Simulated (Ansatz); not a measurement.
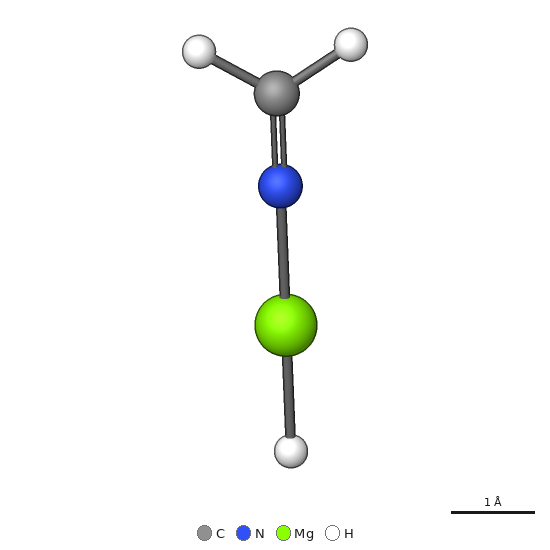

Rendered structure (ball-and-stick style). Double and triple bonds are drawn as two and three sticks.

The geometry was computed by an optimisation with PBE0-D4/def2-TZVP. No frequency run is at hand to confirm it as a minimum.

Description:

Formula CH₃MgN. As SMILES it reads `C=[N][MgH]`. Among its groups: imine. All atoms lie on one plane. Coordination: 1 C trigonal planar; 1 N linear; 1 Mg linear.

More results for the same structure follow; atom numbers are the same in all pictures, views and colours differ.

Shape

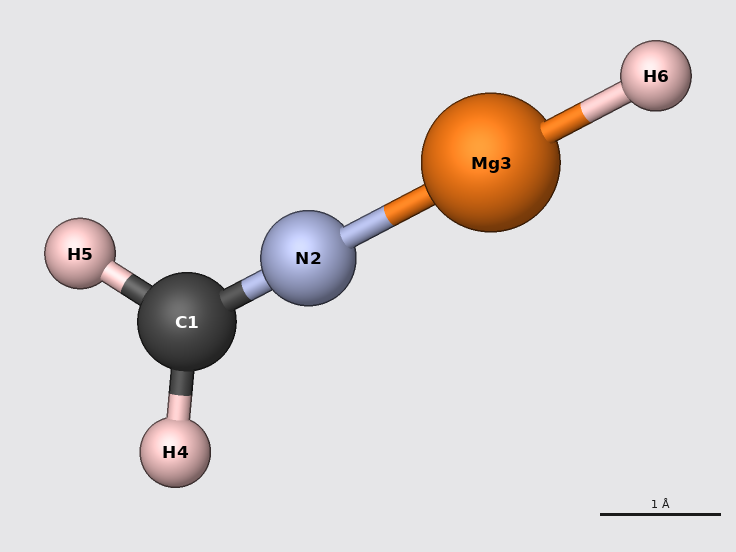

The atoms are numbered. No frequency run is at hand to confirm it as a minimum.

Give these bond angles: N2–C1–H4, H4–C1–H5, C1–N2–Mg3, N2–Mg3–H6.

```
    angle  degrees
 N2–C1–H4    123.2
 H4–C1–H5    113.5
C1–N2–Mg3    180.0
N2–Mg3–H6    180.0
```

Electronic properties

No frequency run is at hand to confirm it as a minimum. Level of theory: RKS PBE0-D4/def2-TZVPP (Ansatz 0.2.0).

Computed properties:

- HOMO energy (Kohn–Sham orbital): −5.62 eV
- LUMO energy (Kohn–Sham orbital): −0.74 eV
- HOMO–LUMO gap: 4.88 eV

Dipole moment

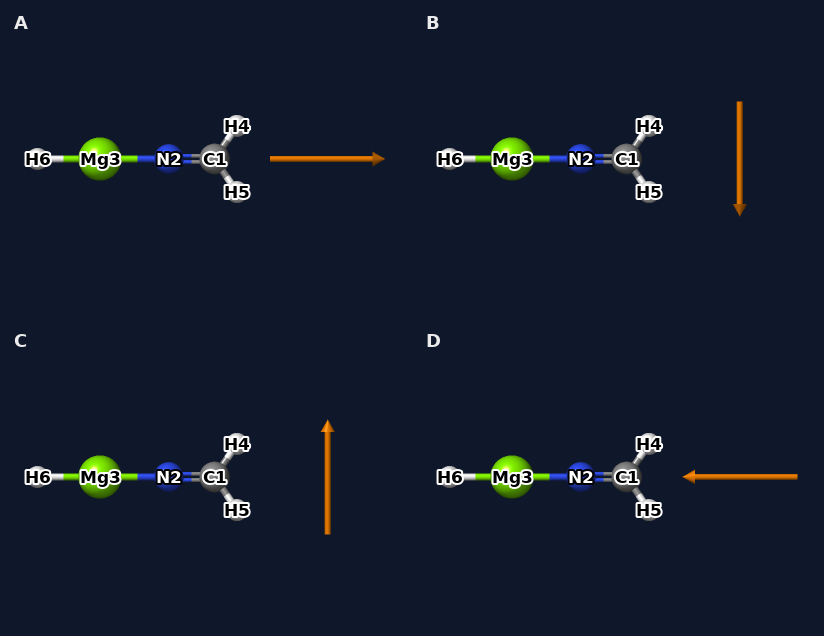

The same molecule four times, each with an arrow. No frequency run is at hand to confirm it as a minimum. Method: RKS PBE0-D4/def2-TZVP (Ansatz 0.2.0).

Which arrow points along the dipole moment, from the negative to the positive end?

Answer. A. The dipole moment is 0.58 D; it points from the side of H6 to the side of H4, H5 (the outermost atoms at the two ends).

Charges

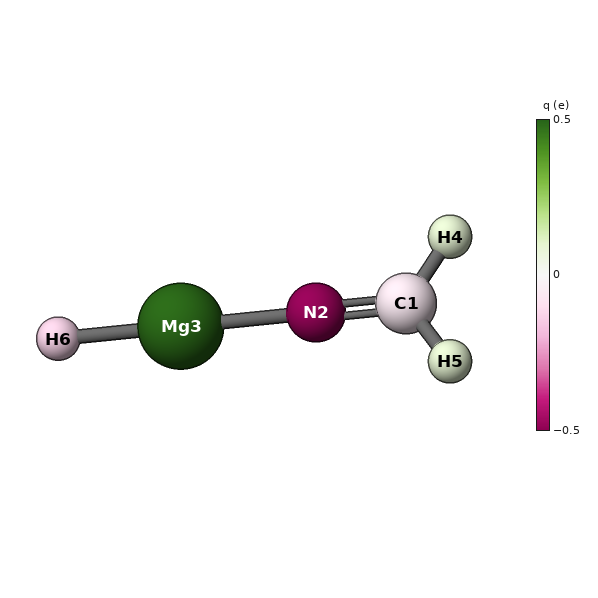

Atoms are coloured by their Mulliken charges. No frequency run is at hand to confirm it as a minimum. Method: RKS PBE0-D4/def2-TZVP (Ansatz 0.2.0).

Which atom carries the highest charge (most positive or least negative)?

Answer. Mg3 (0.48 e).

And the lowest?

Answer. N2 (−0.48 e).

Give the Mulliken charges atom by atom.

```csv
atom,value (e)
C1,−0.06
N2,−0.48
Mg3,0.48
H4,0.09
H5,0.09
H6,−0.12
```

Mulliken values depend strongly on the basis set and can even reverse the polarity of a bond.
